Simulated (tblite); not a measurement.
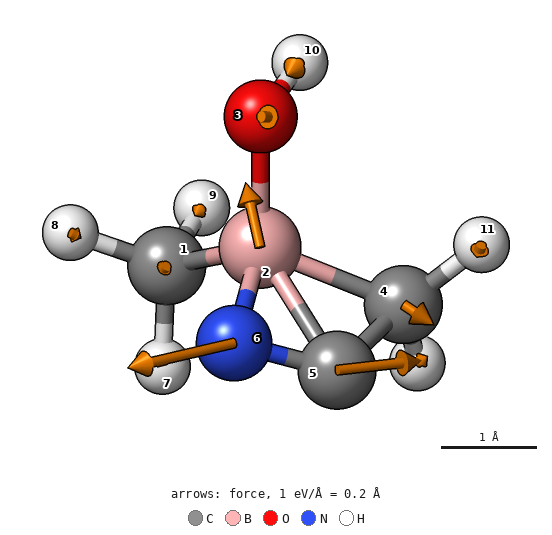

Starting geometry of C₃H₆BNO with the computed forces as orange arrows. A ball-and-stick model, seen at a tilt.

Theory: GFN2-xTB geometry optimisation, gas phase (tblite). 

Question: Is this structure relaxed? If not, where do the atoms go?

Answer: It isn't relaxed: the largest force vector, on the N atom, is 6.94 eV/Å. The final displacements have little in common with the starting forces (cosine between the two patterns 0.09). Over 113 geometry steps the energy falls by 272.2 kJ/mol. The atom that moves furthest after the best rigid fit is the N atom (1.74 Å). By element the largest moves are N 1.74 Å, H 0.89 Å, O 0.89 Å, B 0.69 Å, C 0.48 Å. Near-neighbour distances that change, for instance: B–N 1.528 → 3.511 Å, B–C 1.741 → 2.530 Å, B–O 1.480 → 1.333 Å, H–O 0.997 → 0.958 Å. Bonds break: B–N (1.53 → 3.51 Å). Among the angles between lasting bonds that change: C–C–N 120.8° → 179.0°, B–C–C 68.6° → 112.3°, H–C–H 120.8° → 107.8°. Cost: 0.36 s on 1 thread of Arm Neoverse V2, with other jobs on the host.
